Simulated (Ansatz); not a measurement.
## Energy landscape of AlPd

10 relaxations of AlPd ended in 7 distinct structures. The numbers are results of PBEsol (plane waves to 420 eV, PAW, scalar-relativistic; Ansatz, a first-principles code), not measurements.

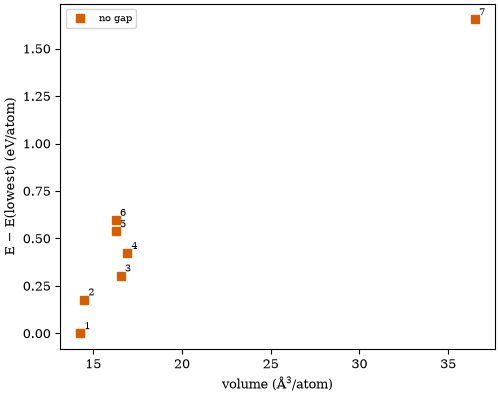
Figure. Energy against volume of the distinct structures, numbered as in the table

| # | space group | Pearson | type | E − E(lowest) (eV/atom) | V (Å³/atom) | coordination | runs ending here |
|---|---|---|---|---|---|---|---|
| 1 | P2₁3 | cP8 | AFLOW prototype AB_cP8_198_a_a (B20, as in FeSi) | 0.00 | 14.27 | – | 4 |
| 2 | Pmmn | oP4 | – | 0.18 | 14.49 | – | 1 |
| 3 | R3m | hR6 | – | 0.30 | 16.54 | – | 1 |
| 4 | Cmmm | oS12 | – | 0.42 | 16.91 | – | 1 |
| 5 | Fm-3m | cF8 | rock salt type | 0.54 | 16.27 | Al 6 (octahedral), Pd 6 (octahedral) | 1 |
| 6 | Pmmm | oP2 | – | 0.60 | 16.27 | – | 1 |
| 7 | P4₁32 | cP8 | – | 1.65 | 36.50 | – | 1 |

Coordination numbers (neighbours up to the widest gap in distance over summed covalent radii, below 1.35; n+m marks a second, longer set). All are gapless at this level. P2₁3, cP8, AFLOW prototype AB_cP8_198_a_a (B20, as in FeSi) is the lowest of the structures calculated here.

```cif
data_Al4Pd4
_chemical_formula_sum 'Al4 Pd4'
_space_group_name_H-M_alt 'P213'
_space_group_IT_number 198
_space_group_name_Hall 'P 2ac 2ab 3'
_cell_length_a 4.85053
_cell_length_b 4.85053
_cell_length_c 4.85053
_cell_angle_alpha 90.000
_cell_angle_beta 90.000
_cell_angle_gamma 90.000
loop_
_atom_site_label
_atom_site_type_symbol
_atom_site_symmetry_multiplicity
_atom_site_Wyckoff_symbol
_atom_site_fract_x
_atom_site_fract_y
_atom_site_fract_z
_atom_site_occupancy
Al1 Al 4 a 0.84430 0.84430 0.84430 1
Pd1 Pd 4 a 0.14745 0.14745 0.14745 1
```

1 run with a doubtful electronic state, a coarser numerical grid, an end not at rest or a source that can't be used is left out. Each run could gain symmetry but not lose that of its start, so entries can be saddle points. From databases, or of a type measured for this composition: P2₁3, cP8, AFLOW prototype AB_cP8_198_a_a (B20, as in FeSi); the others are generated cells (placed on structure types, drawn at random, substituted or restacked) that were not matched to a known phase here. Static energies at zero pressure. Each cell has its own k-point mesh; energy differences are given only to the digits this allows. No spin polarisation in the result.
